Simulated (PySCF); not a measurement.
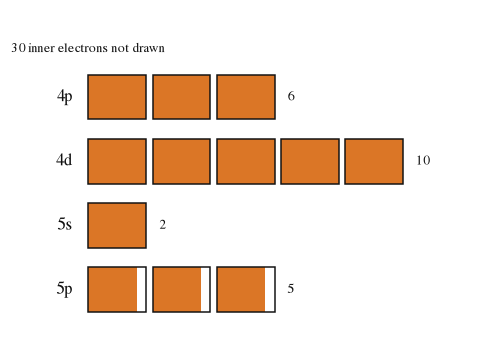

Figure 1. The outer shells of the nominal configuration: a box for each of the 2l + 1 orbitals, shaded by the share of the shell that is filled, with the electron count at the right.

Atomic calculation, with input and output: Xe⁺

System: Xe⁺, configuration 1s2 2s2 2p6 3s2 3p6 3d10 4s2 4p6 4d10 5s2 5p5, multiplicity 2.
Method: unrestricted PBE0, x2c-TZVPall, spin-free X2C-1e, Gaussian nucleus (PySCF).

Input:
```python
from pyscf import gto, scf, dft, mp, cc
import basis_set_exchange as bse
mol = gto.M(atom="Xe 0 0 0", charge=1, spin=1, symmetry="D2h",
            basis=gto.basis.parse(bse.get_basis("x2c-TZVPall", elements=["Xe"], fmt="nwchem", header=False)),
            nucmod="G")
mf = dft.UKS(mol, xc="PBE0").sfx2c1e()
mf.irrep_nelec = {'Ag': (9, 9), 'B1g': (2, 2), 'B2g': (2, 2), 'B3g': (2, 2), 'B1u': (4, 4), 'B2u': (4, 4), 'B3u': (4, 3)}
mf.kernel()
```

The script is an equivalent of what the driver set up; the driver computed the properties (radii, ⟨L²⟩, response) afterwards. It also set what the script leaves out: max_cycle = 5, guess = atom. It held the occupations shell by shell, which the script's counts by irreducible representation don't always enforce.

Launched within a batch (the task file carries these settings):
```bash
OMP_NUM_THREADS=1 python <driver script> TASK.json OUT
```

Log (extracts):
```
damping factor = 0
level_shift factor = 0
DIIS = <class 'pyscf.scf.diis.CDIIS'>
diis_start_cycle = 1
diis_space = 10
diis_damp = 0
SCF conv_tol = 1e-09
SCF conv_tol_grad = None
number electrons alpha = 27  beta = 26
irrep_nelec {'Ag': (9, 9), 'B1g': (2, 2), 'B2g': (2, 2), 'B3g': (2, 2), 'Au': (0, 0), 'B1u': (4, 4), 'B2u': (4, 4), 'B3u': (4, 3)}
XC functionals = PBE0
    C. Adamo and V. Barone.,  J. Chem. Phys. 110, 6158 (1999)
    M. Ernzerhof and G. E. Scuseria.,  J. Chem. Phys. 110, 5029 (1999)
alpha HOMO (B3u) = -0.406424525518039  LUMO (B3g) = 0.180417469991929

WARN: HOMO -0.406424525518039 >= LUMO -0.406424525518041

cycle= 1 E= -7445.54886003193  delta_E= -55.2  |g|=  1.3  |ddm|= 38.4
alpha HOMO (B1u) = -0.673928042045551  LUMO (Ag) = -0.105433522075946
  HOMO = -0.657105458319  LUMO = -0.571460349807  gap/eV = 2.33052
cycle= 2 E= -7445.60788694199  delta_E= -0.059  |g|= 0.494  |ddm|= 0.81
alpha HOMO (B1u) = -0.692486402441419  LUMO (Ag) = -0.109756334268455
  HOMO = -0.676917719263  LUMO = -0.583830907889  gap/eV = 2.53302
cycle= 3 E= -7445.63158128037  delta_E= -0.0237  |g|= 0.12  |ddm|= 0.398
alpha HOMO (B1u) = -0.672503799394069  LUMO (Ag) = -0.097078444860422
  HOMO = -0.657471266079  LUMO = -0.561680036545  gap/eV = 2.60661
cycle= 4 E= -7445.63373913014  delta_E= -0.00216  |g|= 0.00775  |ddm|= 0.117
alpha HOMO (B1u) = -0.67517782737708  LUMO (Ag) = -0.098928852466869
  HOMO = -0.660352731629  LUMO = -0.564173329804  gap/eV = 2.61717
cycle= 5 E= -7445.63375471683  delta_E= -1.56e-05  |g|= 0.000463  |ddm|= 0.0116
SCF not converged.
SCF energy = -7445.63375471683 after 5 cycles  <S^2> = 0.75286053  2S+1 = 2.0028585
```

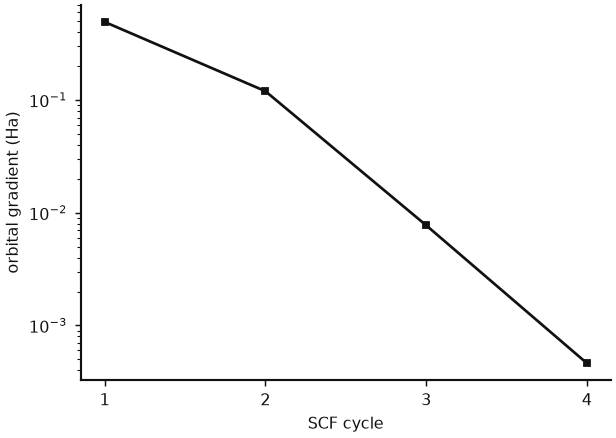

Figure 2. Convergence: orbital gradient against the SCF cycle. The residual is still falling at the last step (down to 5 × 10⁻⁴), so the run was stopped before it reached the threshold. It goes from 0.49 to 0.00046 in 4 steps.

What the run reported:

| quantity | value |
| --- | --- |
| outcome | not converged |
| total energy | −7445.6338 hartree |
| ⟨S²⟩ | 0.753 |
| ⟨L²⟩ | 2.02 |
| SCF iterations | 5 |
| hardware | 1 thread of Arm Neoverse V1, 23 GiB of memory available, shared host |
| wall time | 2.1 s |

Diagnosis:

The input is odd on purpose: too few SCF iterations. The run did not meet its convergence test in 5 iterations, so its last values are not results.
